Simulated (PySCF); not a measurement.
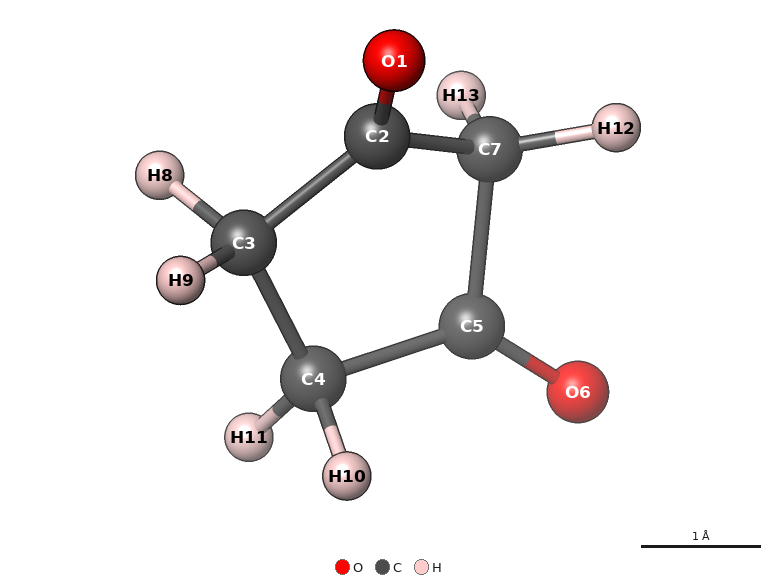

Orthographic view. Atoms fade into the background with distance from the viewer. Geometry: a frame of a GFN2-xTB molecular-dynamics simulation, not a minimum.

Write a Z-matrix (Å, degrees) in the order of the atom numbers, with these reference atoms: 2 to 1; 3 to 2, 1; 4 to 3, 2, 1; 5 to 4, 3, 2; 6 to 5, 4, 3; 7 to 2, 1, 3; 8 to 3, 2, 1; 9 to 3, 8, 2; 10 to 4, 5, 6; 11 to 4, 10, 5; 12 to 7, 2, 1; 13 to 7, 12, 2.

```
O  
C    1   1.192
C    2   1.466   1   124.9
C    3   1.533   2   105.2   1  -146.1
C    4   1.504   3   107.9   2   -15.8
O    5   1.189   4   133.9   3   170.2
C    2   1.468   1   126.6   3  -175.0
H    3   1.111   2   106.3   1    98.8
H    3   1.128   8   108.7   2   121.6
H    4   1.091   5   101.6   6    54.9
H    4   1.071  10   102.9   5   113.5
H    7   1.114   2   116.2   1    25.1
H    7   1.049  12   109.9   2   138.4
```
